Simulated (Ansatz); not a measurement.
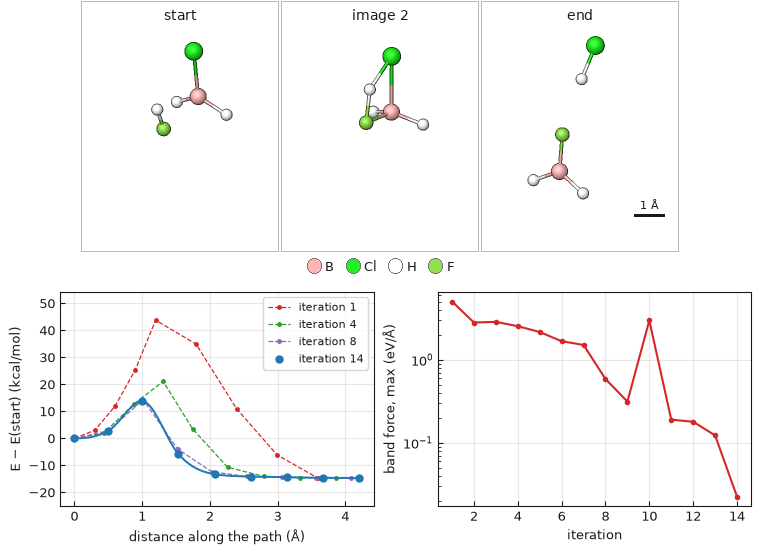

A search for the minimum-energy path of BH₃ClF by the nudged elastic band. Images are numbered from 0 (start) to 8 (end). The plot follows the band through its iterations. Style: ball-and-stick. Shown from a free direction.

Computed with RKS BHLYP-D4/6-31G* (Ansatz). Set-up: 7 movable images; climbing image; force threshold 0.05 eV/Å; iteration limit 60; starting path through a guess of the saddle point.

How did the profile develop, and is the result final?

The result is final at these settings. The band converged in 14 iterations. The largest component of the band force went from 5.1 to 0.023 eV/Å. The climbing image converged on the top of the path. Its vibrational analysis gives one imaginary mode (1197i cm⁻¹), as a transition state must have. The first iteration put the highest image at 43.8 kcal/mol. Forward barrier 13.8 kcal/mol, backward barrier 28.4 kcal/mol, with image 2 at the top; the reaction energy is −14.6 kcal/mol.

The run took 2.7 min on 1 thread of Arm Neoverse V1, with other jobs on the host, peak memory 0.1 GiB.
